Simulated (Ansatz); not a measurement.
AlSiH₄OBrF₂: several calculations on one system

Part 1: Relaxation

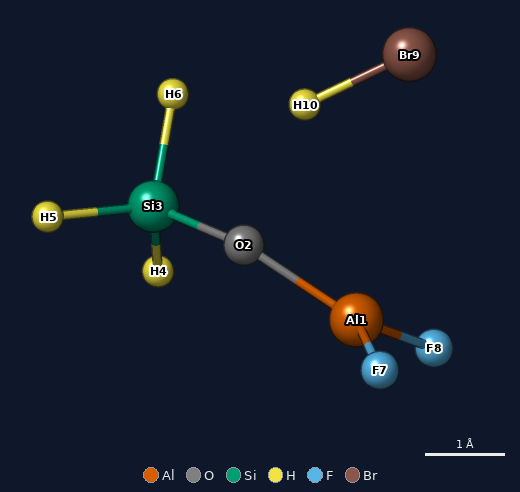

This is the input geometry for a relaxation of AlSiH$_{4}$OBrF$_{2}$. The picture is a ball-and-stick view, seen at a tilt.

The run prepares an end point of a later path (reaction) calculation, from a guessed geometry.

These are results of RKS PBE0-D4/def2-SVP in Ansatz, not measurements.

Input
```yaml
crystal:
  periodic: [false, false, false]
  atoms:
    - { symbol: Al, position_ang: [-0.097044, -0.195888, 0.028063] }
    - { symbol: O, position_ang: [-0.33906, -0.151333, 1.750078] }
    - { symbol: Si, position_ang: [-1.365069, -0.526538, 3.006251] }
    - { symbol: H, position_ang: [-2.44647, -1.446801, 2.5431] }
    - { symbol: H, position_ang: [-0.586837, -1.182332, 4.095519] }
    - { symbol: H, position_ang: [-1.97479, 0.736113, 3.519757] }
    - { symbol: F, position_ang: [1.434194, -0.290721, -0.567978] }
    - { symbol: F, position_ang: [-1.383425, -0.264899, -0.998929] }
    - { symbol: Br, position_ang: [0.259655, 3.206672, 1.155856] }
    - { symbol: H, position_ang: [0.276547, 1.955329, 1.984381] }
basis:
  gaussian: { orbitals: def2-SVP }
hamiltonian:
  xc: pbe0
  dispersion: d4
relax:
  f_tol: 0.03
  max_steps: 50
```

Run as
```bash
ansatz run input.yaml --threads 4 --pin off --max-ram 5120MiB --backend cpu --events-out ev --progress --plain --runs-dir out
```

> Predict the outcome.

The energy falls by 1.503 eV in 34 geometry steps. Largest force component: 1.4 eV/Å at the start, 0.015 eV/Å at the end. The atom that moves furthest after the best rigid fit is Br9 (1.82 Å). Largest moves by element: Br 1.82 Å, F 1.80 Å, H 1.72 Å, O 1.18 Å, Al 0.76 Å, Si 0.24 Å. Some distances before and after: Br9–H10 1.501 → 3.434 Å, Al1–Br9 3.602 → 2.257 Å, O2–H10 2.207 → 0.965 Å, Al1–O2 1.740 → 1.905 Å. New bonds form, among them: Al1–Br9 (3.60 → 2.26 Å), O2–H10 (2.21 → 0.97 Å). Bonds break, among them: Br9–H10 (1.50 → 3.43 Å). Among the angles between lasting bonds that change: O2–Al1–F7 119.3° → 89.3°, Al1–O2–Si3 145.8° → 118.2°, O2–Al1–F8 120.6° → 106.1°. Groups turn about O2–Si3 by about 75°. The run took 99 s on 4 threads of Arm Neoverse V2 (shared host), peak memory 0.36 GiB.

The structure at the end:

```xyz
10

Al    0.0283    0.5342    0.2009
O    -1.0745    0.7761    1.7348
Si   -1.1474   -0.5164    2.9143
H    -1.7326   -1.7014    2.2541
H     0.1913   -0.7202    3.5084
H    -2.0847    0.0531    3.9232
F     0.4829   -0.9785    0.7923
F    -0.9982    0.5308   -1.1075
Br    1.5277    2.2179    0.3105
H    -1.4152    1.6439    1.9852
```

After the run, drawn alike:

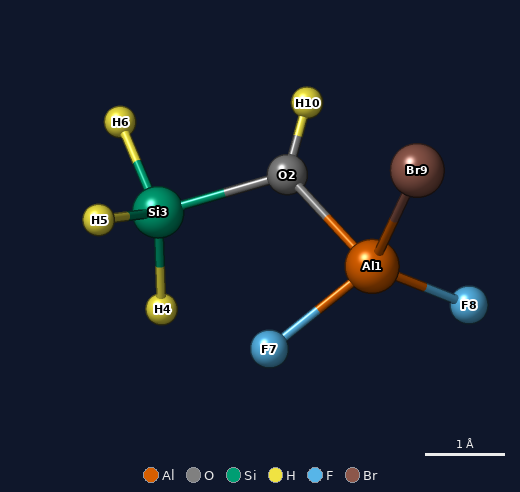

Limits of the set-up: the start holds two separate molecules, 2.2 Å apart at their closest, whose relative position is a soft coordinate.

Part 2: Relaxation

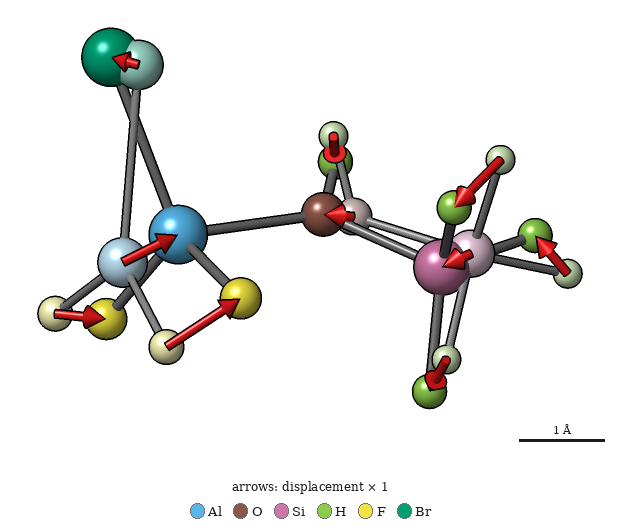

This is a relaxation of AlSiH4OBrF2. The starting structure is drawn faded, the final one solid; red arrows show the displacements, at their true length. The two geometries are superimposed by the best rigid fit.

A ball-and-stick model, seen at a tilt.

The run prepares an end point of a later path (reaction) calculation, from a guessed geometry.

All numbers below come from RKS PBE0-D4/def2-SVP in Ansatz. (no spin polarisation; force threshold 0.03 eV/Å; at most 50 steps)

What happened in the run?

The atom that moves furthest after the best rigid fit is an F atom (1.05 Å). Largest moves by element: F 1.05 Å, H 0.93 Å, Al 0.74 Å, Si 0.41 Å, O 0.39 Å, Br 0.35 Å. Among the contacts that change: Al–O 2.955 → 1.904 Å, Al–Si 4.120 → 3.136 Å, Al–Br 2.363 → 2.257 Å, O–Si 1.692 → 1.752 Å. New bonds form, among them: Al–O (2.95 → 1.90 Å). Bond angles that change, for instance: O–Si–H 110.6° → 101.5°, H–Si–H 110.6° → 115.3°, F–Al–F 120.6° → 115.9°. Groups turn about O–Si by about 90°. The energy falls by 28.7 kcal/mol in 21 geometry steps. Largest force component: 1.3 eV/Å at the start, 0.011 eV/Å at the end. The run took 55 s on 4 threads of Arm Neoverse V2, with other jobs on the host, peak memory 0.36 GiB.

Limits of the set-up: the start holds two separate molecules, 2.8 Å apart at their closest, whose relative position is a soft coordinate.

Part 3: Path

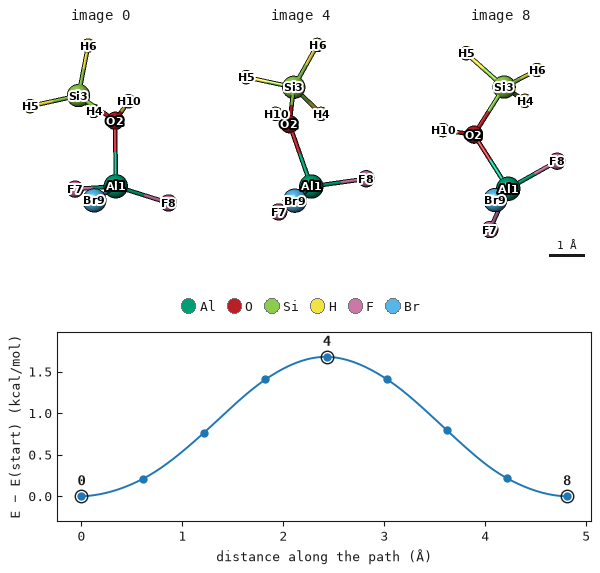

A nudged-elastic-band calculation for AlSiH4OBrF2. Images are numbered from 0 (start) to 8 (end). The picture is a ball-and-stick view, seen from a free direction.

Method: Ansatz, RKS PBE0-D4/def2-SVP. Set-up: 7 movable images; climbing image; force threshold 0.05 eV/Å; iteration limit 60; starting path through a guess of the saddle point.

### Read off the barrier and say what moves.

The two ends have the same energy, and the highest point, image 4, lies 1.68 kcal/mol above the start. No bond forms or breaks between the ends. Bond angles that change up to the highest image, for instance: O2–Al1–F7 89.3° → 101.2°, Al1–O2–H10 121.8° → 112.7°. The band converged in 15 iterations, with a climbing image at the top. At the top, the vibrational analysis gives one imaginary mode (52i cm⁻¹), as a transition state must have.
